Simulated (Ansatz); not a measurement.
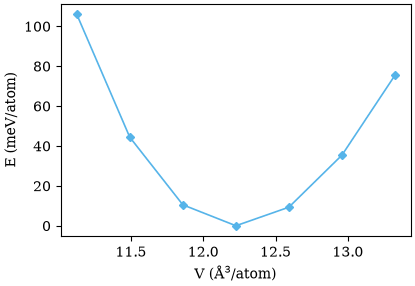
Figure. Mo2N (anti-CdI2 type, P-3m1) under volume change, PBE (plane waves, PAW; program Ansatz), shape and atoms relaxed at each volume.

**Question.** What does a third-order Birch–Murnaghan fit give for V₀, B₀ and B′?

**Answer.** V₀ = 12.23 Å³/atom, B₀ = 287 GPa, B′ = 4.6.

The cell is a constructed one: a structure type filled with these elements; neither database checked (COD, Materials Project) lists it. COD files the formula under space group No. 141, so this cell is another polymorph or a model. Its standing as an ambient phase is unchecked. The PBE relaxation kept the symmetry of its start; whether a distortion lowers the energy is not shown. The run is not spin-polarised.

Potentials: the later of the program's two PAW sets.
